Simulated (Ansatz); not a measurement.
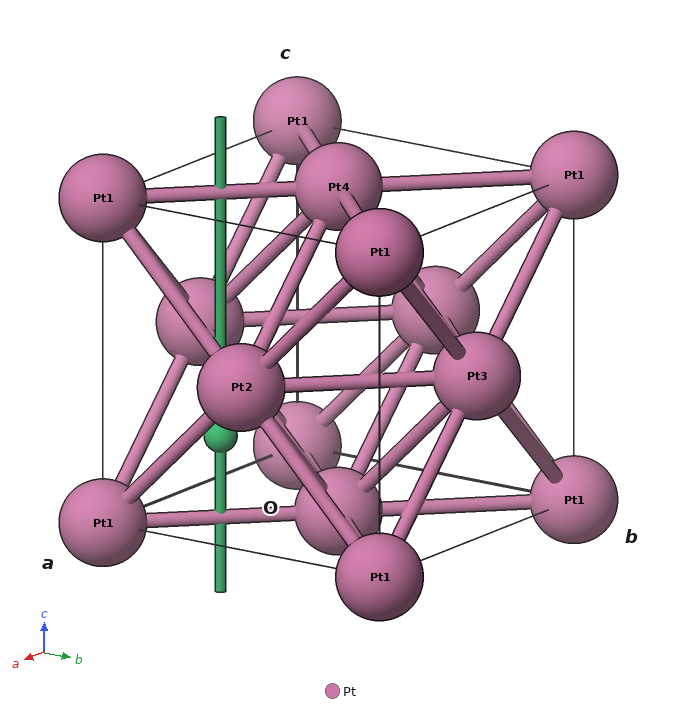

For Pt, the input geometry of an electronic-structure calculation (not necessarily at equilibrium): the coloured rod is the axis of a symmetry operation of the crystal, the small sphere its inversion point. Geometry calculated from the standardised cell; symmetry tolerance 0.002 Å.

a = 3.920 Å, b = 3.920 Å, c = 3.920 Å, α = 90.00°, β = 90.00°, γ = 90.00°.

```json
{"atom": "Pt1", "x": "0.0000", "y": "0.0000", "z": "0.0000"}
{"atom": "Pt2", "x": "0.0000", "y": "0.5000", "z": "0.5000"}
{"atom": "Pt3", "x": "0.5000", "y": "0.0000", "z": "0.5000"}
{"atom": "Pt4", "x": "0.5000", "y": "0.5000", "z": "0.0000"}
```

Take the operation x, y, z → y+1/2, −x+1, −z+1/2.

### What kind of operation is it, and where does it lie?

It is a −4 rotoinversion axis with its inversion point at (3/4, 1/4, 1/4), along [0 0 1].

### Onto which atom does it carry each atom (up to whole multiples of a, b and c)?

Pt1 → Pt3, Pt2 → Pt1, Pt3 → Pt4, Pt4 → Pt2.
